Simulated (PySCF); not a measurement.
```xyz
2

Si    0.0000    0.0000   -1.6530
Br    0.0000    0.0000    0.5860
```

Theory: PBE0/def2-TZVPP, non-relativistic Hamiltonian with scalar-relativistic core potentials where named, at a bond length of 2.239 Å in PySCF.

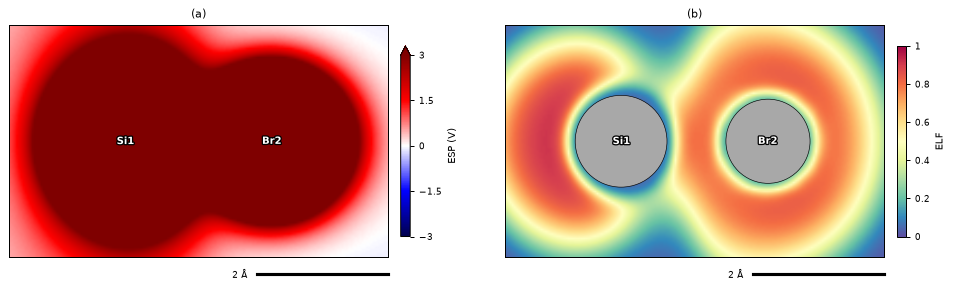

SiBr (doublet). (a) electrostatic potential; (b) ELF on a plane that holds the molecular axis. Grey discs cover the atomic cores in the ELF map.

**Interpret the plot.**

- The section cuts through Si and Br sites.
- Si–Br (2.24 Å): the ELF peaks at about 0.80 between the atoms (a polar covalent bond).
- The ELF also peaks beside Br2 and Si1, away from the bonds: non-bonding electrons, paired or unpaired.
- The potential has no marked negative region in this plane.
